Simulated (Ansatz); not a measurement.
# Nudged elastic band of WH8O (part 2 of 2)

WH8O; RKS PBE-D4/def2-SVP (Ansatz 0.2.0). The run did not end well. It belongs to a series of runs on one base structure; here: band between the two ends.

Geometry of the input (Å):
```
W  -0.0820  -0.2232  0.2396
H  0.6516  -0.6869  1.7218
H  1.5769  -0.4201  0.0810
H  0.7931  0.6338  -0.9071
H  -0.8163  1.2853  -0.1283
H  -1.1523  -1.4923  -0.2662
H  0.4054  -1.1167  -1.1003
O  0.6713  1.6147  1.6000
H  0.8064  2.3890  1.0209
H  1.5524  1.3927  1.9570
```

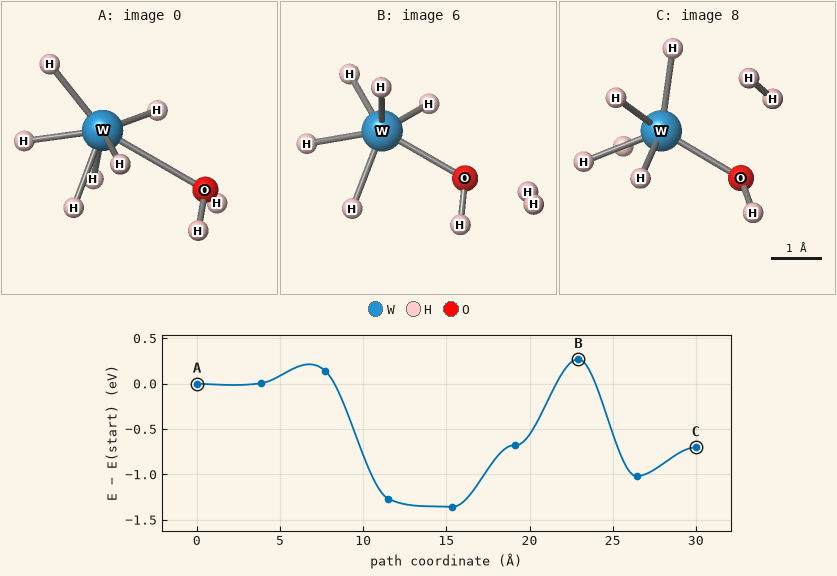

Fig. 1: Images of the last band (counted from 0; ball-and-stick, seen at a tilt) above the energy along the path; the line is a cubic interpolation that uses the forces. The highest image is number 6, 0.271 eV above the start and 0.973 eV above the end (the climbing image); the end lies 0.701 eV below the start. A further maximum stands at image 2, 0.142 eV from the start. The path is 29.98 Å long. The band had not converged after 60 iterations.

```
Unfinished report: {"positions_ang":[[0.13918312658163778,-0.2705127944292583,-0.30687026258799305],[1.0576361520405266,1.4829014647818988,3.1788893972692955],[1.6504821283420716,0.21029647321942088,-0.8888569630237597],[-1.0122366580944044,-0.9380713069828079,-1.3852363362060387],[-1.2472936429308985,0.6171576430701797,-0.6568322481244896],[0.11048183201267456,-1.422395669815055,0.9806009710531731],[0.615011158371519,-0.8709335381533696,-1.8431431389757258],[0.3187596856361894,1.3973137911345677,0.6748693496100787],[1.2343780926993009,1.7620330278473182,0.6916550930556883],[1.540098115341383,1.4084119193271056,3.77332514792977]],"unchecked":["starts","cluster_reference","orbital_swaps","neighbouring_geometries","increment"],"mean_field":{"relativity":"none","state":{"energy":{"ev":-3996.8783357833167,"hartree":-146.88256965859685},"converged":true,"gradient_ev":0.000010873251816867787,"stability":{"kind":"minimum","curvature_ev":37.05554888395916},"curvature_floor_ev":0.00030000000000000003,"spin_squared":7.105427357601002e-15},"others":[],"fillings":{"estimated":0,"unestimated":0,"tried":0,"untried":0,"excluded_magnetic_sites":0},"n_dropped_functions":0,"n_trapped_functions":0,"passes":{"evaluations":4,"products":28},"factors":{"origin":"density fitting in generated functions","count":914,"bound_ev":null},"gradient_stop_ev":0.00009,"reference_kind":"stationary","functional":{"name":"PBE","citations":["Perdew, Burke & Ernzerhof, Phys. Rev. Lett. 77, 3865 (1996) doi:10.1103/PhysRevLett.77.3865"],"text":"name \"PBE\"\ncite \"Perdew, Burke & Ernzerhof, Phys. Rev. Lett. 77, 3865 (1996) doi:10.1103/PhysRevLett.77.3865\"\nparent pbe\nparameter kappa = 0.804\nparameter beta = 0.06672455060314922\nexchange = pbe_x(kappa = kappa, mu = beta*pi^2/3)\ncorrelation = pbe_c(beta = beta)\n","parameters":{"beta":{"value":0.06672455060314922,"default":0.06672455060314922},"kappa":{"value":0.804,"default":0.804}},"final_grid":{"core_spheres":13.0,"valence_spheres":11.0,"degree":36.0},"final_grid_parameter_source":"default","radial_points_factor":1.0,"radial_grid_error_ev":3.125828648923977e-7,"grid_sensitivity":"normal","grid_sensitivity_ratio":0.001870803151768979},"unsmoothed_excess_ev":-0.00005948274295620855,"symmetry":{"irreps":["A"],"axes":[[0.9266459959715784,0.31525135338655325,-0.2048018123400967],[-0.3452307926785589,0.9292375765711688,-0.13165571037624962],[0.14880489889911402,0.19270212888312255,0.9699087542586348]],"occupied":[{"A":15},{"A":15}]},"density_repulsion":{"missed_ev":0.00009503008797906333,"excess_ev":0.00009502809823336179,"most_excess_ev":0.00039,"are_drawn_again":false,"n_first_factors":914,"energy_change_ev":0.0,"n_dropped_ends":0},"direct_passes":"host"},"factors":{"origin":"density fitting in generated functions","count":914,"bound_ev":null},"n_frozen":0,"n_occupied":[15,15],"n_virtual":[71,71],"reference":{"ev":-3996.8783357833167,"hartree":-146.88256965859685},"dispersion":{"energy":{"ev":-0.15376233184045152,"hartree":-0.005650661471284726},"switches_in_reach":[]},"total":{"ev":-3997.032098115157,"hartree":-146.88822032006814},"forces_ev_per_angstrom":[[0.034202973141041475,0.08076984394051875,-0.0013110597848442112],[-0.00045888723047118104,-0.0162615010010639,-0.001200300505557023],[-0.023981119715645673,-0.010350451001884501,0.018274469970724322],[-0.015222868288334477,-0.027352991658851532,-0.04942207895469637],[0.05939498649148074,-0.054444137920193564,0.012504049861834232],[0.0022498961970197394,0.00982819528362015,-0.032399094304892254],[-0.03977527464330471,-0.03718941744635397,-0.0012764734604942592],[0.23657107091772425,0.185753993373662,0.09189685083006983],[-0.24993399357032492,-0.14613206383067961,-0.036836525307932376],[-0.0030467832969332345,0.015378530262581456,-0.00022983834221980198]],"charge_distribution":{"dipole_moment_e_ang":[0.2818480941715498,0.023503207493383072,0.11940104256433691],"mulliken_charges_e":[0.6811348056048576,0.012835718686328379,-0.10529736332750161,-0.12487013125036839,-0.03011699619348418,-0.15781864621744068,-0.12982668127861396,-0.3376717353799439,0.2141471873689551,-0.022516158012799048],"lowdin_charges_e":[-0.06636019766787449,0.015824241120296456,-0.028528912031470233,-0.02640973196221008,0.006429029018972132,-0.05493239618592316,-0.024366079836521948,0.17513053794317823,0.01067394262116439,-0.007460433019624846]},"n_threads":1,"memory_gib":1.7045454550534487,"seconds":{"hamiltonian":2.785951463,"orbitals":0.0,"second_order":0.0,"solver_start":0.0,"cycles":0.0,"cycle":0.0,"perturbative":0.0,"full_ci_increment":0.0,"forces":0.0}}
this run last wrote the band of iteration 60 to [file]
Error: NEB band did not converge after 60 iterations: max|band force component| = 3.42e-1 eV/Å (threshold 5.0e-2); raise `neb.max_iterations` in a new run, which can start from the last band evaluated (`neb.initial_path`, with `crystal.atoms` and `neb.final_atoms` set to its first and last images), add images, or start from endpoints closer to local minima. Where this run's directory can be resumed (`checkpoint.write`), a resume goes on for up to `neb.max_iterations` more; to start a new run from the last band, take its images' positions from the `neb_iteration` event of iteration 60 (`data.images[].positions_ang`), in the event stream of the run that computed that iteration (not this run's, if it was resumed behind it). With `checkpoint.write`, `steps/00-neb/state/checkpoint.json` in the run directory holds the last saved band, under `neb.evaluated.images[].positions_ang` (a band under a hybrid functional on support functions is neither saved nor resumed: `neb.initial_path` says where its path is): check the last entry of `neb.iterations` there, which is earlier than 60 if that iteration was not saved or its write failed. If the band's step has no `state` directory and holds `state.next`, a write was cut short, and the file is under `state.next` instead (behind a loss of power it can be under `state.prev`)
this run wrote the band of iteration 60 to [file] as well, whether or not its events were kept: a new run's `neb.initial_path` can list its `images[].positions_ang`
a run's events are kept only if it was started with --events-out <file>, and are in that file
```

## The last band as extended XYZ (Å, eV, eV/Å)
```
10
Properties=species:S:1:pos:R:3:forces:R:3 image=0 energy=-3997.30341
W    -0.0820   -0.2232    0.2396   -0.0021   0.0260   0.0298
H     0.6516   -0.6869    1.7218    0.0019  -0.0033  -0.0044
H     1.5769   -0.4201    0.0810    0.0007  -0.0048   0.0011
H     0.7931    0.6338   -0.9071   -0.0031   0.0014  -0.0055
H    -0.8163    1.2853   -0.1283    0.0016  -0.0023  -0.0055
H    -1.1523   -1.4923   -0.2662    0.0093   0.0050  -0.0005
H     0.4054   -1.1167   -1.1003    0.0020  -0.0010  -0.0020
O     0.6713    1.6147    1.6000   -0.0054  -0.0104  -0.0079
H     0.8064    2.3890    1.0209    0.0015  -0.0098   0.0022
H     1.5524    1.3927    1.9570   -0.0064  -0.0008  -0.0074
10
Properties=species:S:1:pos:R:3:forces:R:3 image=1 energy=-3997.29853
W    -0.2178    0.2966   -0.0111    0.0357   0.0112  -0.0213
H    -0.6564    0.0055    1.6217   -0.0125  -0.0064   0.0472
H     1.2996   -0.1356   -0.5818    0.0022  -0.0346  -0.0204
H     0.6660    1.6322   -0.6270   -0.0184   0.0058  -0.0062
H    -1.6236    0.0503   -0.9955   -0.0103   0.0008  -0.0321
H     0.6033   -1.0275    0.6110   -0.0209  -0.0087   0.0159
H    -0.2055   -1.0733   -0.9881    0.0069   0.0069  -0.0084
O     1.1819    1.3873    1.6048    0.0146   0.0341   0.0051
H     2.0774    1.4620    1.2258    0.0358   0.0748  -0.0859
H     1.2815    0.7788    2.3586   -0.0331  -0.0840   0.1059
10
Properties=species:S:1:pos:R:3:forces:R:3 image=2 energy=-3997.16145
W     0.3810    0.1827   -0.2162    0.2653  -0.2944   0.1895
H    -0.5956    1.3563    0.4923   -0.1614   0.2093  -0.0762
H     0.7622    0.0739   -1.8685   -0.0913   0.2041  -0.2632
H     0.4760    1.7292   -0.9074   -0.1280  -0.0431  -0.1052
H    -1.0780   -0.4300    0.4205    0.0387   0.0328   0.0297
H     1.9171   -0.4083    0.3386    0.0813  -0.1061   0.0600
H    -0.3371   -1.0215   -1.1807   -0.0117   0.0068  -0.0062
O     0.9415    0.7319    2.0143    0.1670  -0.0143  -0.0306
H     1.6756    0.2563    2.4390    0.0064  -0.0766   0.0963
H     0.2637    0.9057    2.6866   -0.1664   0.0814   0.1058
10
Properties=species:S:1:pos:R:3:forces:R:3 image=3 energy=-3998.57144
W     0.5086    0.5666    0.4410   -0.0131  -0.0192  -0.0240
H    -1.2135    0.7449    0.9659    0.0006  -0.0267   0.0738
H     0.8566   -0.3375   -0.9344    0.0290   0.0098   0.0186
H    -0.3629    0.8121   -1.0404    0.0014  -0.0018   0.0043
H    -1.2578    0.7620    0.0169    0.0099   0.0462  -0.0759
H     1.2790   -0.8921    0.7127   -0.0496  -0.0163   0.0261
H    -0.3604   -0.8874    0.1100    0.0199   0.0350   0.0213
O     2.0973    1.4882    0.9371   -0.0052   0.0065  -0.0162
H     3.0148    1.3591    1.2308    0.0307   0.0313  -0.0252
H    -0.1553   -0.2397    1.7788   -0.0236  -0.0649  -0.0027
10
Properties=species:S:1:pos:R:3:forces:R:3 image=4 energy=-3998.66085
W     0.6242    0.4714    0.4019   -0.2630  -0.3318  -0.2054
H    -0.6490    0.1320    1.4801   -0.2413  -0.1643  -0.2307
H     0.4311   -1.2497    0.2616    0.2835  -0.2469   0.2130
H    -0.7209    0.0372   -0.7089   -0.0314   0.3255  -0.0986
H    -0.8031    1.3684    0.3534    0.0372   0.3101  -0.0209
H    -0.6228   -0.7365   -0.1041   -0.1312  -0.2321  -0.0031
H     1.0587   -0.2708   -1.0823   -0.2256  -0.0259   0.1058
O     1.9965    1.7286    0.6644    0.0703   0.2214   0.1913
H     2.3880    2.4335    1.1987    0.1777   0.0636   0.0005
H     0.7037   -0.5378    1.7536    0.3239   0.0804   0.0480
10
Properties=species:S:1:pos:R:3:forces:R:3 image=5 energy=-3997.98222
W     0.1994    0.5881   -0.4209    0.0160  -0.2896   0.0637
H    -0.1697   -0.4216    3.5543    0.0062   0.0091   0.0640
H     1.6454   -0.0534    0.0975    0.0815   0.1031  -0.0311
H    -0.2011    0.4449   -2.0861    0.0574  -0.0161   0.0254
H    -1.1480    0.3718    0.6086   -0.0507  -0.0461   0.0201
H     0.2464   -0.8015    0.5551   -0.1430   0.0327  -0.0630
H     0.8575   -0.7576   -1.2203   -0.0450   0.0083  -0.0478
O     1.0084    2.2333   -0.0547   -0.0005   0.2415  -0.0073
H     1.8835    2.4683    0.3010    0.0773  -0.0415   0.0094
H     0.0847   -0.6962    2.8837    0.0008  -0.0014  -0.0335
10
Properties=species:S:1:pos:R:3:forces:R:3 image=6 energy=-3997.03204
W     0.1392   -0.2705   -0.3069    0.0342   0.0808  -0.0013
H     1.0576    1.4829    3.1789   -0.0005  -0.0163  -0.0012
H     1.6505    0.2103   -0.8889   -0.0240  -0.0103   0.0183
H    -1.0122   -0.9381   -1.3852   -0.0152  -0.0274  -0.0494
H    -1.2473    0.6172   -0.6568    0.0594  -0.0544   0.0125
H     0.1105   -1.4224    0.9806    0.0022   0.0098  -0.0324
H     0.6150   -0.8709   -1.8431   -0.0398  -0.0372  -0.0013
O     0.3188    1.3973    0.6749    0.2366   0.1858   0.0919
H     1.2344    1.7620    0.6917   -0.2499  -0.1461  -0.0368
H     1.5401    1.4084    3.7733   -0.0030   0.0154  -0.0002
10
Properties=species:S:1:pos:R:3:forces:R:3 image=7 energy=-3998.32351
W     0.3877    0.1121   -0.3118   -0.0070  -0.0211   0.0121
H     0.2228    0.6927    2.8046    0.0018   0.0034   0.0031
H     1.2097   -1.3409   -0.6339   -0.0009   0.0095  -0.0160
H    -1.0242    0.1319    0.6389   -0.0047  -0.0076  -0.0172
H    -1.0421    0.5237   -1.1270   -0.0067   0.0099   0.0137
H     0.3614   -1.0506    0.9273   -0.0086   0.0002   0.0046
H     0.3156   -0.3968   -1.9212    0.0117  -0.0096  -0.0014
O     1.5312    1.5623   -0.1180    0.0032  -0.0058  -0.0136
H     1.8410    1.9280    0.7340    0.0067   0.0185   0.0180
H     0.6033    1.2137    3.2255    0.0045   0.0026  -0.0032
10
Properties=species:S:1:pos:R:3:forces:R:3 image=8 energy=-3998.00489
W     0.1530    0.2977   -0.4128   -0.0014  -0.0148  -0.0104
H     0.1402    0.9037    3.1735    0.0138   0.0045  -0.0140
H     1.1546   -0.7906    0.3552    0.0036   0.0038   0.0042
H    -1.3096    0.7202    0.3761   -0.0011  -0.0033   0.0062
H    -0.5376   -0.8924    0.5768   -0.0095   0.0100   0.0033
H     0.3060   -1.2655   -1.0484   -0.0006   0.0085  -0.0047
H    -0.0163    0.1488   -2.1122    0.0029  -0.0031   0.0024
O     1.5368    1.5043    0.0008    0.0023  -0.0047  -0.0021
H     2.3755    1.3303    0.4666    0.0025   0.0060   0.0025
H     0.6040    1.4198    2.8428   -0.0125  -0.0071   0.0124
```
